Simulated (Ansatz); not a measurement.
# Pressure series in CsBH4

The reference is CsBH$_{4}$ (space group F-43m, No. 216; a cell from a computed database, its experimental status unchecked).

CsBH₄ has the cubic space group F-43m (No. 216), Pearson symbol cF24. Cell: a = b = c = 7.2246 Å, α = β = γ = 90.00°. Cs on 4a is coordinated by 12 H at 3.070 Å and 6 B at 3.612 Å. B on 4b sees 4 H at 1.235 Å and 6 Cs at 3.612 Å. H on 16e is surrounded by 1 B at 1.235 Å and 3 Cs at 3.070 Å (tetrahedral). (Neighbours: up to the widest gap in distance over summed covalent radii, below 1.35, at either atom; cation-cation and far metal-metal contacts left out.)
(The calculation used a cell of 6 atoms; values per cell refer to that cell.)

Cell and atoms are relaxed at each pressure.

Method: PBEsol (Ansatz, a quantum-chemistry and plane-wave program, PAW, scalar-relativistic without spin-orbit coupling).

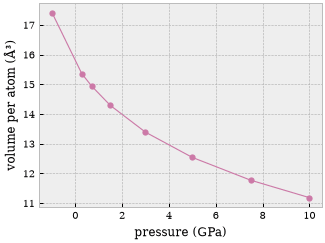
Volume against pressure

Task: Estimate the zero-pressure bulk modulus from the plot.

Result: About 13 GPa; a third-order Birch–Murnaghan fit to the points gives V₀ = 15.71 Å³/atom, B₀ = 13 GPa and B₀′ = 5.0.

Between the base and pressure 1.5 GPa the gap moves from 5.46 eV to 5.28 eV, a mean slope of -120 meV/GPa.

Load acts through the strain it causes; cell and atoms are relaxed under it. No phonon test of stability was made. Competing high-pressure phases were not computed.
